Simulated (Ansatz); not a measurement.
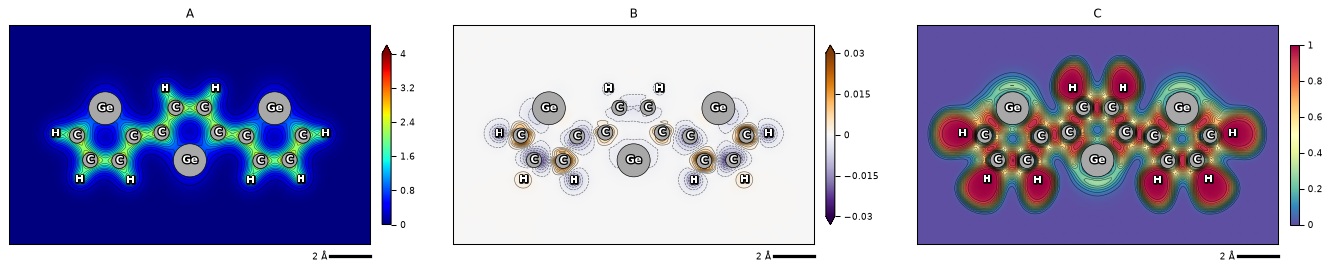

C$_{18}$H$_{26}$Ge$_{3}$ (SMILES [CH3][Ge]1([CH3])[CH]=CC=[C]1[C]1=CC=[C]([C]2=CC=[CH][Ge]2([CH3])[CH3])[Ge]1([CH3])[CH3]) (charge −1, doublet): 3 fields on the plane of atoms C8, C9 and C10, with unlabelled colour scales. Grey discs cover the atomic cores.

Geometry: PBE-D4/def2-SVP; ⟨S²⟩ = 0.83, above the pure value of 0.75.

These are results of UKS PBE0-D4/def2-TZVP in Ansatz 0.2.0, not measurements.

Match the panels to the quantities (electron density, electron localisation function and spin density).

Answer. Panel A: electron density. Panel B: spin density (confined to the atoms that carry the unpaired spin). Panel C: electron localisation function. From the grid: C–C (1.38 Å): the density is about 2.1 e/Å³ at the midpoint; the ELF peaks at about 0.90 between the atoms (localised, covalent bonding). C–Ge (1.95 Å): the density is about 0.87 e/Å³ at the midpoint; the ELF peaks at about 0.90 in the valence shell of C, 0.7 Å from its nucleus, and is about 0.70 at the midpoint.
